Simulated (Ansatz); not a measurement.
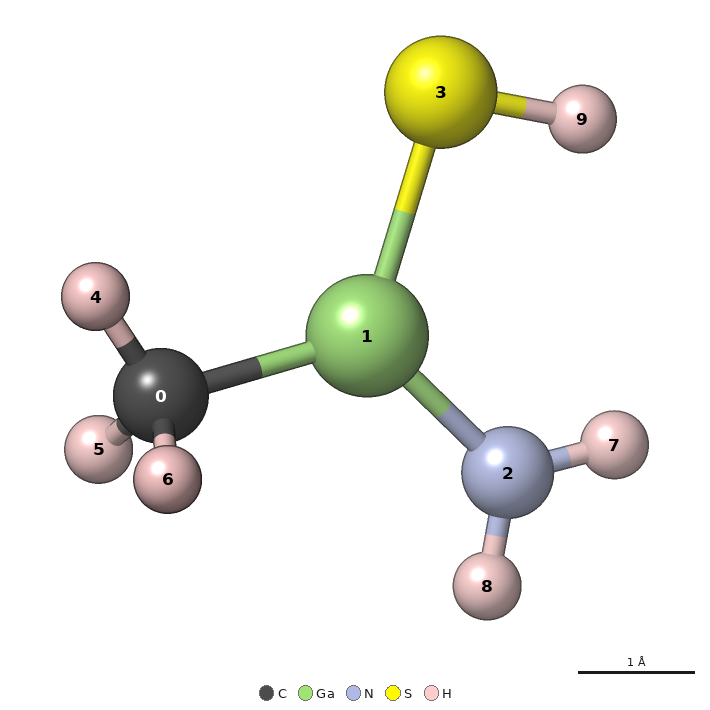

The picture shows the input geometry. Atoms are numbered from 0, in the order of the input.

The calculation was set up as follows.

```yaml
crystal:
  periodic: [false, false, false]
  atoms:
    - {symbol: C, position_ang: [-0.970090, 1.359431, 0.603081]}
    - {symbol: Ga, position_ang: [-0.016845, -0.096956, -0.286509]}
    - {symbol: N, position_ang: [1.198169, -1.142935, 0.564058]}
    - {symbol: S, position_ang: [-0.383147, -0.549103, -2.421863]}
    - {symbol: H, position_ang: [-1.644554, 1.864894, -0.088082]}
    - {symbol: H, position_ang: [-1.554969, 0.973049, 1.440329]}
    - {symbol: H, position_ang: [-0.262002, 2.091159, 0.997243]}
    - {symbol: H, position_ang: [1.702048, -1.897523, 0.132064]}
    - {symbol: H, position_ang: [1.444474, -1.031246, 1.532401]}
    - {symbol: H, position_ang: [0.486916, -1.570770, -2.472712]}
basis:
  gaussian: {orbitals: aug-pcseg-2}
magnetization: {spin_polarized: true, initial_magnetization: 2}
hamiltonian: {xc: {name: rPW86-PBE}}
scf: {lower_state_search: light}
output: {forces: true}
```

It was started with:

```sh
ansatz run in.yaml --threads 2 --pin off --events-out ev --progress --plain --max-ram 22528MiB --backend cuda --devices 0, --max-vram 18GiB
```

Output:

```
Functional definition: rPW86-PBE
  name "rPW86-PBE"
  cite "Murray, Lee & Langreth, J. Chem. Theory Comput. 5, 2754 (2009) doi:10.1021/ct900365q"
  cite "Perdew, Burke & Ernzerhof, Phys. Rev. Lett. 77, 3865 (1996) doi:10.1103/PhysRevLett.77.3865"
  parent pbe
  exchange = rpw86_x
  correlation = pbe_c
1528 factors; their error is unknown
mean field evaluation 1: about -65846.0501 eV, gradient 8.3e1 eV
mean field evaluation 2: about -65657.1420 eV, gradient 1.5e2 eV
mean field evaluation 4: about -65861.3021 eV, gradient 4.5e1 eV
mean field evaluation 8: about -65874.7496 eV, gradient 1.2e1 eV
mean field evaluation 16: about -65875.8586 eV, gradient 2.2e-1 eV
mean field evaluation 32: about -65875.8094 eV, gradient 7.2e-5 eV
mean field evaluation 64: about -65872.6715 eV, gradient 1.1e1 eV
mean field evaluation 96: about -65875.2364 eV, gradient 1.7e0 eV
mean field evaluation 128: about -65875.6387 eV, gradient 1.1e0 eV
mean field -65875.80941248 eV, -2420.8913436813 hartree, gradient 2.2e-6 eV, S^2 2.006105; 10 other end points of the search recorded, 0 dependent functions left out
the calculation of the forces begins
reference -65875.80955821 eV, -2420.8913490367 hartree; 34, 32 occupied and 305, 307 virtual orbitals, 1528 factors
Total energy: -65875.80955821 eV, -2420.8913490367 hartree
Atom 0 at    -0.970090     1.359431     0.603081 Å, force    -0.307942     0.445335     0.232493 eV/Å
Atom 1 at    -0.016845    -0.096956    -0.286509 Å, force    -1.162359     1.393037     0.143201 eV/Å
Atom 2 at     1.198169    -1.142935     0.564058 Å, force     0.753620    -0.688413     0.434497 eV/Å
Atom 3 at    -0.383147    -0.549103    -2.421863 Å, force    -0.627929     0.042840    -1.659612 eV/Å
Atom 4 at    -1.644554     1.864894    -0.088082 Å, force    -0.110699     0.085819    -0.109774 eV/Å
Atom 5 at    -1.554969     0.973049     1.440329 Å, force    -0.078640    -0.104553     0.125995 eV/Å
Atom 6 at    -0.262002     2.091159     0.997243 Å, force     0.149598     0.092929     0.047530 eV/Å
Atom 7 at     1.702048    -1.897523     0.132064 Å, force     0.616830    -0.898493    -0.469921 eV/Å
Atom 8 at     1.444474    -1.031246     1.532401 Å, force     0.411242     0.064298     1.313002 eV/Å
Atom 9 at     0.486916    -1.570770    -2.472712 Å, force     0.356278    -0.432799    -0.057410 eV/Å
Dipole moment:    -0.078353     0.102757     0.030928 e Å
```

The run converged.

The spin state was imposed, and no run here compares it with a lower spin, which may lie lower.
